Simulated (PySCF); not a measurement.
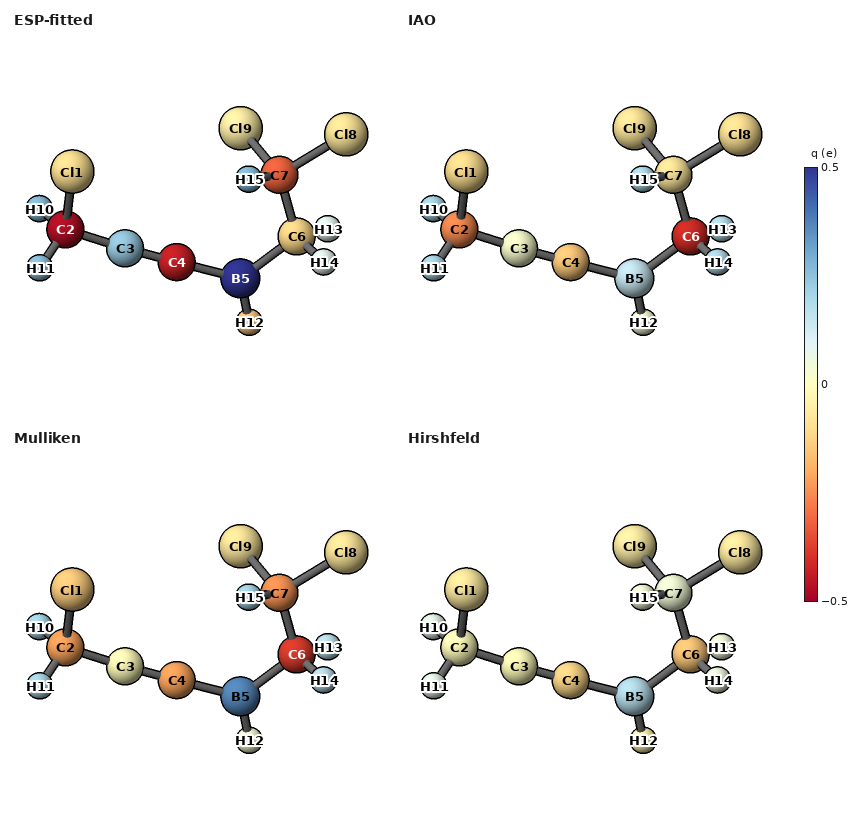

Atomic charges of one calculation by 4 schemes, on one colour scale. The computed structure is the end point of a GFN2-xTB optimisation. No frequency run is at hand to confirm it as a minimum. Level of theory: PBE0/pcSseg-1 (PySCF 2.14.0).

Which scheme gives the most polar picture (largest mean size of the charges)?

Answer. The ESP-fitted charges are the largest in size here, and the Hirshfeld charges the smallest.

On which atom do the schemes disagree most?

Answer. On C2 (from −0.46 to −0.01 e).

List the charges (e), one line for each set of equivalent atoms.

| atom | ESP-fitted | IAO | Mulliken | Hirshfeld |
| --- | --- | --- | --- | --- |
| Cl1 | −0.09 | −0.10 | −0.14 | −0.07 |
| C2 | −0.46 | −0.25 | −0.21 | −0.01 |
| C3 | 0.23 | 0.02 | −0.01 | −0.01 |
| C4 | −0.43 | −0.14 | −0.21 | −0.11 |
| B5 | 0.50 | 0.15 | 0.36 | 0.17 |
| C6 | −0.11 | −0.41 | −0.38 | −0.15 |
| C7 | −0.31 | −0.08 | −0.24 | 0.04 |
| Cl8 | −0.08 | −0.09 | −0.07 | −0.07 |
| Cl9 | −0.05 | −0.08 | −0.07 | −0.05 |
| H10 | 0.26 | 0.20 | 0.20 | 0.08 |
| H11 | 0.25 | 0.20 | 0.20 | 0.07 |
| H12 | −0.15 | 0.03 | 0.03 | −0.04 |
| H13 | 0.08 | 0.18 | 0.16 | 0.05 |
| H14 | 0.09 | 0.18 | 0.17 | 0.06 |
| H15 | 0.26 | 0.18 | 0.21 | 0.04 |

The geometry is semi-empirical. Around B such bond lengths and angles can be off by a tenth of an ångström or more and by several degrees, and values that hang on the shape move with them.
